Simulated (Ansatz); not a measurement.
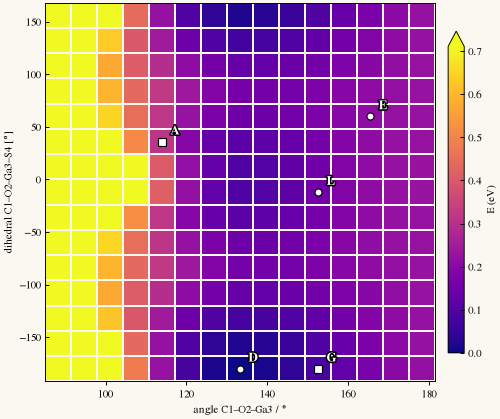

CH₄BrGaOS, SMILES C[O][Ga]([SH])[Br]. Coordinates scanned: (1) angle C1–O2–Ga3; (2) dihedral C1–O2–Ga3–S4. Nothing is relaxed (all other coordinates rigid). Grid: 15 × 15 points. All energies are given in eV relative to the lowest grid point. Energies and slopes of some neighbouring points disagree (a jump in structure or state, or too coarse a mesh). All numbers below come from RHF/def2-SVP (Ansatz 0.2.0).

Drawn: one coloured cell a grid point, one colour for all values above the top of the scale, lettered points.

Question: Is G the lowest point of the computed grid?

Answer: No. G lies 0.09 eV above the lowest grid point, which is at angle C1–O2–Ga3 = 133.3°, dihedral C1–O2–Ga3–S4 = −180°.

Question: Rank the lettered points by energy, lowest first.

Answer: D (0.00 eV), G (0.09 eV), L (0.15 eV), E (0.21 eV), A (0.31 eV).
